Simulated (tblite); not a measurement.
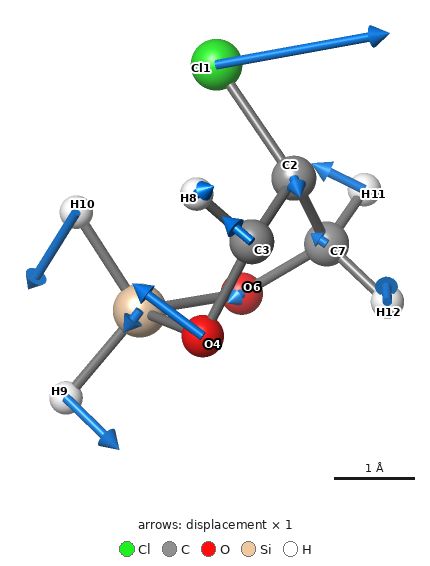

A relaxation of C₃H₅ClO₂Si (charge −1, multiplicity 2). The starting structure is drawn; blue arrows show the displacements, at their true length. The two geometries are superimposed by the best rigid fit.

The picture is a ball-and-stick view, seen from a free direction.

All numbers below come from GFN2-xTB geometry optimisation, gas phase (tblite 0.8.0). 

### What happened in the run?

After 94 geometry steps the energy has fallen by 1.733 eV. The largest move after the best rigid fit is that of the Cl atom, 2.35 Å. Largest moves by element: Cl 2.35 Å, H 1.45 Å, O 1.11 Å, C 0.52 Å, Si 0.36 Å. Near-neighbour distances that change, for instance: Cl–Si 3.233 → 5.164 Å, C–Cl 1.764 → 2.352 Å, C–Cl 2.742 → 3.168 Å, C–Cl 2.743 → 3.141 Å. Bonds break, among them: C–Cl (1.76 → 2.35 Å). Among the angles between lasting bonds that change: Si–O–C 108.1° → 122.5°, C–C–H 111.7° → 125.9°, C–O–Si 105.1° → 118.7°.
